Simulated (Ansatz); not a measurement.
The parent structure is HfN in the rock salt structure (space group Fm-3m, No. 225; a = 4.4681 Å).

Structures relaxed with LDA in Ansatz (plane waves to 420 eV, PAW, no spin-orbit coupling).

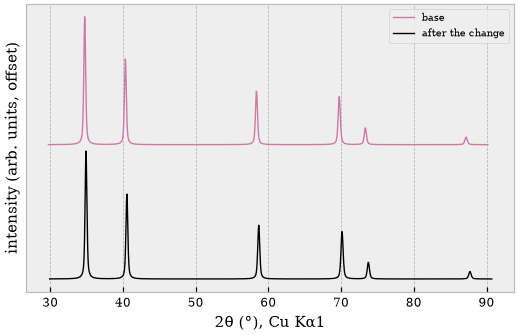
Figure. Simulated powder patterns before (top) and after one change

### Question
What was done to the base?
(A) pressure 15 GPa
(B) pressure 30 GPa
(C) pressure 4.5 GPa
(D) pressure 0.9 GPa

### Answer
C, pressure 4.5 GPa. Its volume per atom is 10.99 Å³ against 11.15 Å³, and its space group is Fm-3m (No. 225).

Load acts through the strain it causes; cell and atoms are relaxed under it. Stability against distortions was not tested. No other phases were tried under pressure. The final runs are not spin-polarised. An odd electron count without spin: HfN.

Ansatz is a quantum-chemistry and plane-wave program.
